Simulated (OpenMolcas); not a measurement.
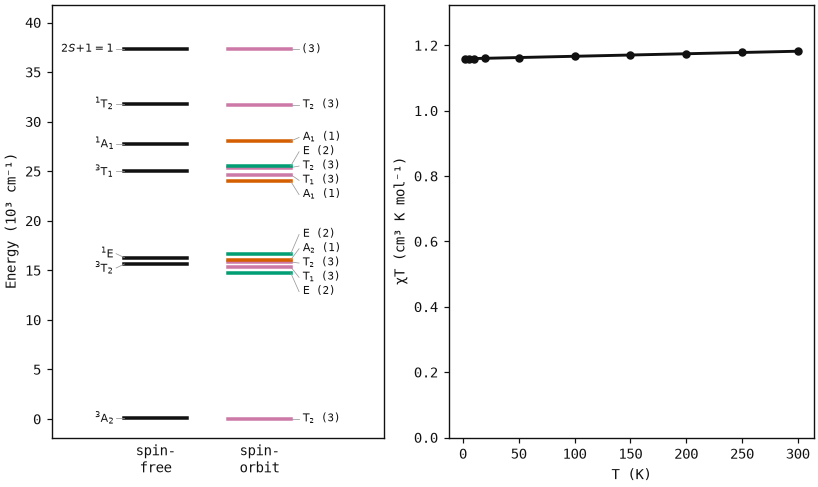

Levels of a 3d ion of charge +3 as a dopant in MgO, a cluster with its 6 nearest O²⁻ at 1.854 Å (octahedron) embedded in model potentials and point charges; the geometry was set, not optimised. Labels give the representation in O, Td, D4 or D3 as the site allows (double group for half-integer spin) where it could be assigned and, in brackets, the degeneracy; spin-free states, where drawn, share the zero of the spin-orbit levels. Computed with OpenMolcas: state-averaged CASSCF, the open shell active, basis ANO-RCC-VDZP on all atoms, DKH2 scalar Hamiltonian, spin-orbit coupling by RASSI with atomic mean-field integrals. Powder susceptibility by Van Vleck's formula.

Which ion is the dopant?

Cu³⁺ (3d⁸). The ground level is T₂, 3-fold degenerate, 100 % from states of spin multiplicity 3. The next level lies at 14,800 cm⁻¹ (E). The lowest spin-free state is ³A₂; of the same spin there follow at 15,500 cm⁻¹ (³T₂) and 24,900 cm⁻¹ (³T₁) above it. A ligand-field fit to the spin-free states gives |10Dq| = 16,000 cm⁻¹, B = 1,220 and C = 3,520 cm⁻¹ (rms misfit 200 cm⁻¹). χT is 1.16 cm³ K mol⁻¹ at 2 K and 1.18 at 300 K, an effective moment of 3.08 μB. The active orbitals hold 77 to 92 % metal character (Löwdin), and the Mulliken charge of the metal is +1.58.

Known limits: covalent bonds, ligand orbitals missing from the active space; the geometry is set by hand, with no relaxation and no charge compensation.
